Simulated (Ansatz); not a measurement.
Cl2H3InOSi (SMILES [SiH3][O][In]([Cl])[Cl])

```xyz
8

Si   -1.1708   -0.0983    0.9765
O    -0.1918    0.7102   -0.0589
In    1.3484    0.2909   -1.1785
Cl    2.1838   -1.8474   -1.2144
Cl    2.2665    1.9770   -2.4240
H    -0.7235   -1.5092    1.1488
H    -2.5610   -0.0990    0.4494
H    -1.1517    0.5758    2.3011
```

Geometry: PBE0-D4/def2-TZVP; core potentials replace the inner electrons of In.

All numbers below come from RKS PBE0-D4/def2-TZVPP (Ansatz).

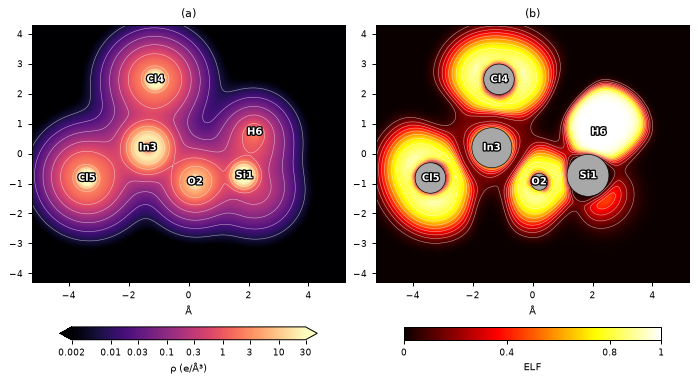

Figure 1. (a) electron density; (b) electron localisation function on the plane of atoms Si1, O2 and In3. Grey discs cover the atomic cores in the ELF map.

### What do the fields say about this system?

The plane passes through Si, O, In, Cl and H nuclei.
Si–O (1.64 Å): ρ at the midpoint is about 1.2 e/Å³; the ELF peaks at about 0.85 between the atoms, as expected for a polar covalent bond.
In–O (1.95 Å): ρ at the midpoint is about 0.84 e/Å³; the ELF peaks at about 0.80 in the valence shell of O, 0.5 Å from its nucleus, and drops to about 0.15 between the two atoms.
In–Cl (2.29 Å): ρ at the midpoint is about 0.64 e/Å³; the ELF peaks at about 0.80 in the valence shell of Cl, 0.8 Å from its nucleus, and drops to about 0.15 between the two atoms.
Si–H (1.49 Å): ρ at the midpoint is about 0.8 e/Å³; the ELF climbs to about 1 towards the hydrogen, as it does in any bond to H.
The ELF also peaks beside Cl5, O2 and Cl4, away from the bonds: lone-pair regions.

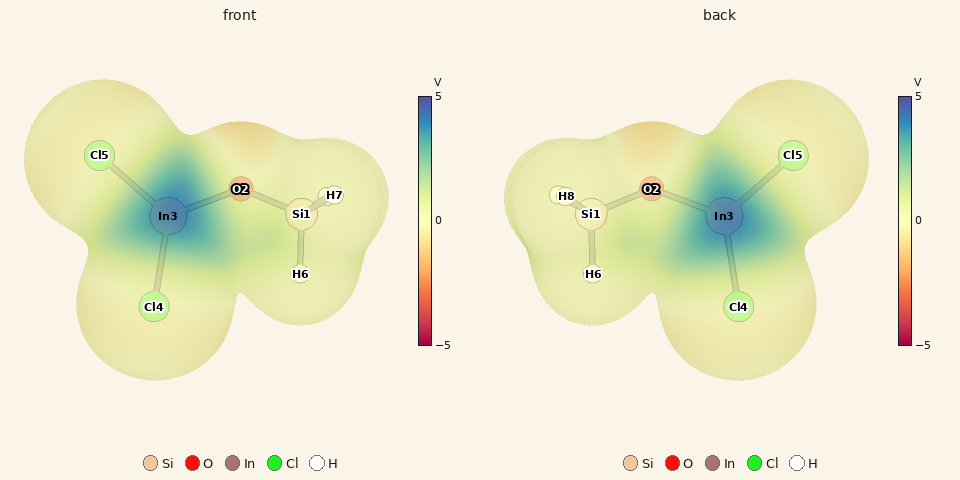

Figure 2. The molecular electrostatic potential painted on the density surface at 0.002 e/bohr³, seen from the front and from behind; red is negative and blue positive.

### Where is the surface potential most negative and most positive?

The most negative region (about −0.8 V, or −18 kcal/mol for a unit charge) lies over O2, the most positive (about +3.9 V, or +90 kcal/mol for a unit charge) over In3.

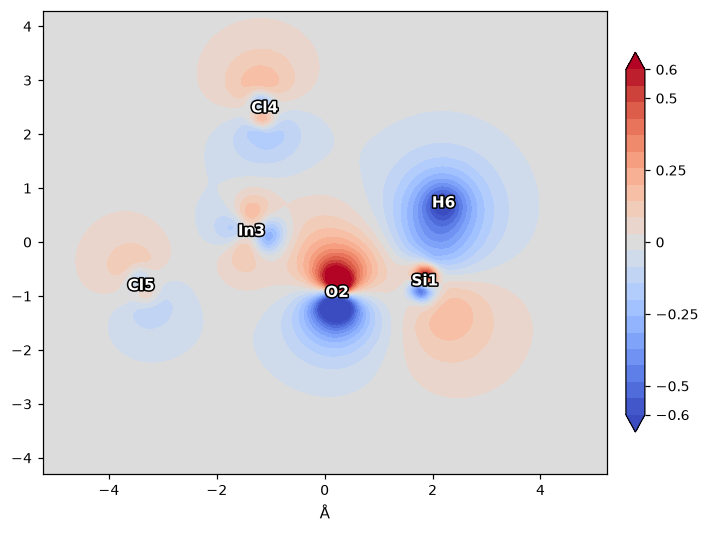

Figure 3. The HOMO−1 on the plane of atoms O2, In3 and Cl4 (values in Å⁻³ᐟ²; the overall sign is arbitrary).

### Where does this orbital lie, and at what energy?

Its weight (Hirshfeld) is mainly on O2 (about 30 %), Si1 (about 25 %), H6 (about 25 %) and H8 (about 5 %). Its energy is −8.90 eV.
